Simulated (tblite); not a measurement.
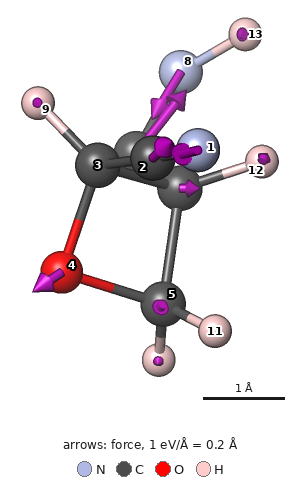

Starting geometry of C₅H₅N₂O (multiplicity 2) with the computed forces as purple arrows. The picture is a ball-and-stick view, seen from a free direction.

The calculation used GFN2-xTB geometry optimisation, gas phase in tblite. 

Question: Is this structure relaxed? If not, where do the atoms go?

Answer: It isn't relaxed: the largest force vector, on a C atom, is 5.34 eV/Å. The final displacements have little in common with the starting forces (cosine between the two patterns 0.22). The energy falls by 26.1 kcal/mol in 95 geometry steps. The atom that moves furthest after the best rigid fit is an H atom (1.24 Å). Largest moves by element: H 1.24 Å, C 0.98 Å, N 0.69 Å, O 0.30 Å. Among the contacts that change: C–N 1.289 → 1.213 Å, C–C 1.520 → 1.586 Å, C–C 1.503 → 1.540 Å, C–C 1.466 → 1.441 Å. Bond angles that change, for instance: C–C–N 118.1° → 146.6°, C–N–H 119.0° → 129.6°, C–C–C 109.6° → 119.1°. Groups turn about C–C by about 85°.
